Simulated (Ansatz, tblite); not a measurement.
# SnF2: spin states and exact exchange

Aim: set other spin states of SnF2 against its singlet, on many levels of theory.

Program: Ansatz 0.2.0, Gaussian basis. Level of theory: as each input shows. These are calculated values, not measurements.

Levels to be run: triplet, at the geometry of the singlet (GFN1-xTB, GFN2-xTB, PBE0-D4/def2-TZVP, PBE-D4/def2-TZVP, r2SCAN-D4/def2-TZVP); the singlet's energies come from earlier runs.

4 further runs of the same task are left out: 4 set aside as unsound or not needed. Runs told in other sessions of the task aren't counted.

### 1 The relaxed structure

The geometry is that of the singlet, from an earlier relaxation (PBE0-D4/def2-TZVP).

3 atoms, charge 0, spin multiplicity 1.

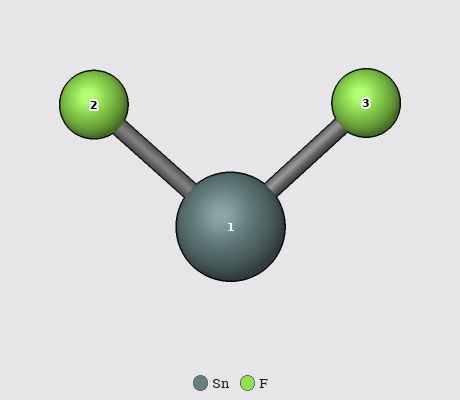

The geometry (tin teal, fluorine green); atoms are numbered from 1 in the order of the file.

Sn takes a core potential in the def2 sets. No spin-orbit coupling is included.

### 2 Triplet at the fixed geometry, GFN1-xTB

Tight binding, by tblite at 300 K electronic temperature and without a spin-polarisation term:

```python
tblite.interface.Calculator('GFN1-xTB', numbers, positions, charge=0, uhf=2).singlepoint()
```

Energy -343.8604 eV; 0.003 s.

### 3 Triplet at the fixed geometry, GFN2-xTB

Tight binding, by tblite at 300 K electronic temperature and without a spin-polarisation term:

```python
tblite.interface.Calculator('GFN2-xTB', numbers, positions, charge=0, uhf=2).singlepoint()
```

Energy -312.6144 eV; 0.003 s.

### 4 Triplet at the fixed geometry, PBE0-D4/def2-TZVP

in.yaml reads:

```yaml
crystal:
  periodic: [false, false, false]
  atoms:
    - {symbol: Sn, position_ang: [0.005430, -0.007548, -0.863456]}
    - {symbol: F, position_ang: [1.430626, -0.018342, 0.440941]}
    - {symbol: F, position_ang: [-1.436066, 0.025890, 0.422515]}
basis:
  gaussian: {orbitals: def2-TZVP}
magnetization: {spin_polarized: true, initial_magnetization: 2}
hamiltonian: {xc: pbe0, dispersion: d4}
scf: {omitted_lower_state_checks: [starts]}
output: {orbitals: {seedname: orbitals}}
```

Run with:

```sh
$ ansatz run in.yaml --threads 4 --pin off --events-out ev --progress --plain --max-ram 3916MiB
```

The log of the run:

```text
Functional definition: PBE0
  name "PBE0"
  cite "Adamo & Barone, J. Chem. Phys. 110, 6158 (1999) doi:10.1063/1.478522"
  cite "Perdew, Burke & Ernzerhof, Phys. Rev. Lett. 77, 3865 (1996) doi:10.1103/PhysRevLett.77.3865"
  parent pbe
  parameter a = 0.25
  parameter kappa = 0.804
  parameter beta = 0.06672455060314922
  exchange = (1 - a)*pbe_x(kappa = kappa, mu = beta*pi^2/3) + a*exact_x
  correlation = pbe_c(beta = beta)
these checks for a lower state are left out or cut short: starts
773 factors; their error is unknown
mean field evaluation 1: about -11257.1247 eV, gradient 3.6e1 eV
mean field evaluation 2: about -11236.3873 eV, gradient 8.7e1 eV
mean field evaluation 4: about -11261.4322 eV, gradient 1.2e0 eV
mean field evaluation 8: about -11261.4421 eV, gradient 4.4e-2 eV
mean field evaluation 16: about -11261.5449 eV, gradient 1.7e-4 eV
mean field -11261.54486689 eV, -413.8541405090 hartree, gradient 2.4e-5 eV, S^2 2.004293; 0 other end points of the search recorded, 0 dependent functions left out
reference -11261.54490012 eV, -413.8541417300 hartree; 21, 19 occupied and 91, 93 virtual orbitals, 773 factors
Total energy: -11261.58094069 eV, -413.8554661966 hartree
Checks for a lower state left out: starts
```

Wall time 1.4 s (4 threads of AMD EPYC 7R43, shared host).

Report: HOMO -5.37 eV, LUMO -6.51 eV (over both spins; with the spin held, an empty level of the minority spin lies below the top filled one); ⟨S²⟩ 2.004 (pure: 2.00).

### 5 Triplet at the fixed geometry, PBE-D4/def2-TZVP

start.molden holds the orbitals of an earlier run on this state, given as this run's starting guess.

Edit in.yaml of step 4 so:

```diff
@@ -7,5 +7,5 @@
 basis:
-  gaussian: {orbitals: def2-TZVP}
+  gaussian: {orbitals: def2-TZVP, initial_orbitals: start.molden}
 magnetization: {spin_polarized: true, initial_magnetization: 2}
-hamiltonian: {xc: pbe0, dispersion: d4}
+hamiltonian: {xc: pbe, dispersion: d4}
 scf: {omitted_lower_state_checks: [starts]}
```

Launched as before.

The log of the run:

```text
Functional definition: PBE
  name "PBE"
  cite "Perdew, Burke & Ernzerhof, Phys. Rev. Lett. 77, 3865 (1996) doi:10.1103/PhysRevLett.77.3865"
  parent pbe
  parameter kappa = 0.804
  parameter beta = 0.06672455060314922
  exchange = pbe_x(kappa = kappa, mu = beta*pi^2/3)
  correlation = pbe_c(beta = beta)
these checks for a lower state are left out or cut short: starts
700 factors; their error is unknown
mean field evaluation 1: about -11261.4583 eV, gradient 6.0e0 eV
mean field evaluation 2: about -11261.5840 eV, gradient 1.6e-1 eV
mean field evaluation 4: about -11261.5827 eV, gradient 1.7e-3 eV
mean field evaluation 8: about -11261.5827 eV, gradient 3.0e-5 eV
mean field -11261.58274914 eV, -413.8555326559 hartree, gradient 3.0e-5 eV, S^2 2.001951; 0 other end points of the search recorded, 0 dependent functions left out
reference -11261.58279351 eV, -413.8555342864 hartree; 21, 19 occupied and 91, 93 virtual orbitals, 700 factors
Total energy: -11261.62619989 eV, -413.8571294416 hartree
Checks for a lower state left out: starts
```

Wall time 1.1 s (4 threads of AMD EPYC 7R43, shared host).

Report: HOMO -4.21 eV, LUMO -7.44 eV (over both spins; with the spin held, an empty level of the minority spin lies below the top filled one); ⟨S²⟩ 2.002 (pure: 2.00).

### 6 Triplet at the fixed geometry, r2SCAN-D4/def2-TZVP

Edit in.yaml of step 5 so:

```diff
@@ -9,3 +9,3 @@
 magnetization: {spin_polarized: true, initial_magnetization: 2}
-hamiltonian: {xc: pbe, dispersion: d4}
+hamiltonian: {xc: r2scan, dispersion: d4}
 scf: {omitted_lower_state_checks: [starts]}
```

Same command.

The log of the run:

```text
Functional definition: r2SCAN
  name "r2SCAN"
  cite "Furness, Kaplan, Ning, Perdew & Sun, J. Phys. Chem. Lett. 11, 8208 (2020) doi:10.1021/acs.jpclett.0c02405"
  cite "Furness, Kaplan, Ning, Perdew & Sun, J. Phys. Chem. Lett. 11, 9248 (2020) doi:10.1021/acs.jpclett.0c03077"
  parent r2scan
  parameter k0 = 0.174
  parameter k1 = 0.065
  parameter a1 = 4.9479
  exchange = r2scan_x(k0 = k0, k1 = k1, a1 = a1)
  correlation = r2scan_c
these checks for a lower state are left out or cut short: starts
700 factors; their error is unknown
mean field evaluation 1: about -11266.6800 eV, gradient 3.6e0 eV
mean field evaluation 2: about -11266.7119 eV, gradient 4.6e-2 eV
mean field evaluation 4: about -11266.7152 eV, gradient 2.3e-4 eV
mean field evaluation 8: about -11266.7152 eV, gradient 1.5e-5 eV
mean field -11266.71517154 eV, -414.0441457003 hartree, gradient 1.5e-5 eV, S^2 2.004417; 0 other end points of the search recorded, 0 dependent functions left out
reference -11266.71519043 eV, -414.0441463945 hartree; 21, 19 occupied and 91, 93 virtual orbitals, 700 factors
Total energy: -11266.72410123 eV, -414.0444738604 hartree
Checks for a lower state left out: starts
```

Wall time 1.9 s (4 threads of AMD EPYC 7R43, shared host).

HOMO -4.59 eV, LUMO -7.12 eV (over both spins; with the spin held, an empty level of the minority spin lies below the top filled one); ⟨S²⟩ 2.004 (pure: 2.00).

### 7 Triplet less singlet, vertical

The singlet's energies are those of its earlier runs, whose logs aren't repeated here.

```tsv
level	triplet less singlet, vertical (eV)	time
GFN1-xTB	+5.902	0.007 s
GFN2-xTB	+5.555	0.007 s
PBE-D4/def2-TZVP	+3.598	1.6 s
r2SCAN-D4/def2-TZVP	+3.451	3.1 s
PBE0-D4/def2-TZVP	+3.536	2.4 s
```

Times add the two runs; a level without a time comes out of a correlated run. Tight binding without a spin term can't rank spin states.

### 8 Results

| quantity | value |
| --- | --- |
| triplet less singlet, vertical, functionals in def2-TZVP | +3.451 (r2SCAN-D4) to +3.598 eV (PBE-D4) |

All functionals put the triplet above the singlet, over a spread of 0.147 eV. The checks for a lower triplet were left out, so another state of that spin may lie lower. These are electronic energies, without zero-point motion, entropy or surroundings.
